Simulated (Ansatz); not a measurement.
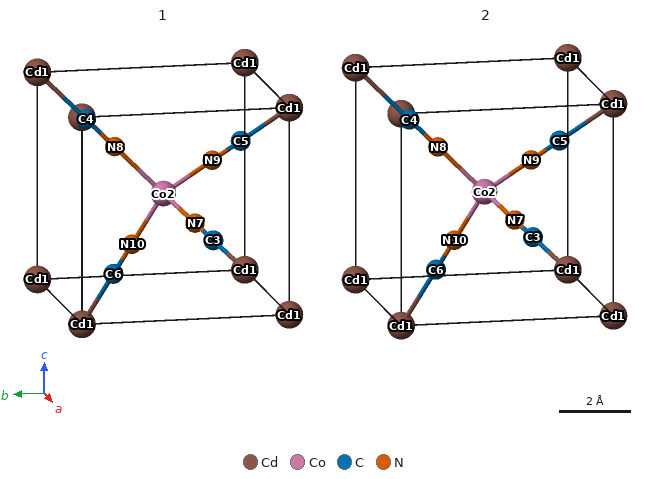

Two geometries of crystalline CdCoC4N4 (a generated structure, set up in P-43m) (coarse preliminary run), drawn at one scale. One is the start of a relaxation, the other its converged end. Style: ball-and-stick. Shown: the cell of the calculation, from a free direction.

These are results of DFT PBE, scalar-relativistic, plane waves, PAW in Ansatz, not measurements. Set-up: plane-wave cutoff 420 eV; k-point mesh 4 × 4 × 4; occupations gaussian; smearing width 0.1 eV; collinear spin; cell and atoms relaxed; force threshold 0.04 eV/Å; at most 70 steps.

> Which of the two is the end point?

Structure 2 is the relaxed one. The largest moves relative to the cell, 0.17 Å, are those of C3, C4, C5 and C6. C4 goes along [1 −1 −1]. Largest moves by element: C 0.17 Å, N 0.14 Å. Co and Cd stay in place. Cell: a = b = c 5.980 → 6.120 Å (+2.3 %). Volume +7.2 %. Near-neighbour distances that change, for instance: Cd1–C3 2.001 → 2.217 Å, Co2–N10 2.008 → 1.917 Å. The space group stays P-43m (No. 215). The energy falls by 123 meV per atom in 3 accepted moves (4 points after the start). Largest force component: 1.9 eV/Å at the start, 0.024 eV/Å at the end. Pressure: 3.52 GPa at the start and 0.33 GPa at the end. At 1 point the geometry stayed and the basis and grid were re-selected for the new cell (energy shift of 3.8 meV per atom at most each time). Cost: 49 s on 1 thread of Intel(R) Xeon(R) 6975P-C (Granite Rapids), with other jobs on the host, peak memory 0.6 GiB.
